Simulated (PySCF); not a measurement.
```xyz
14
charge 0, multiplicity 1
C    -0.3466    1.4524    0.1457
C    -0.2301    0.0438   -0.3991
C    -1.1011   -0.9744    0.3073
S     1.4812   -0.4929   -0.4557
O     1.5423   -1.8461   -0.9010
O     2.2785    0.5176   -1.0685
Cl    1.9816   -0.5075    1.5412
H     0.3185    2.1407   -0.3744
H    -1.3751    1.7936    0.0129
H    -0.1155    1.4765    1.2118
H    -0.4434    0.0387   -1.4765
H    -0.8774   -1.0032    1.3748
H    -0.9679   -1.9729   -0.1074
H    -2.1466   -0.6834    0.1874
```

Work out the structure from the coordinates.

Formula C3H7ClO2S. As SMILES it reads `CC(C)S(=O)(=O)Cl`. It has no ring. The point group is Cs. Coordination: 3 C tetrahedral; 1 S tetrahedral.

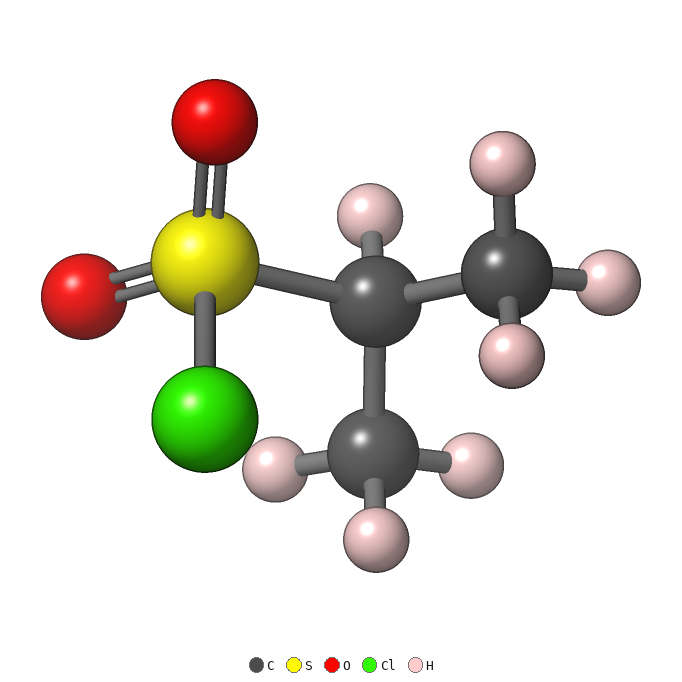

The picture comes from a calculation with PySCF.
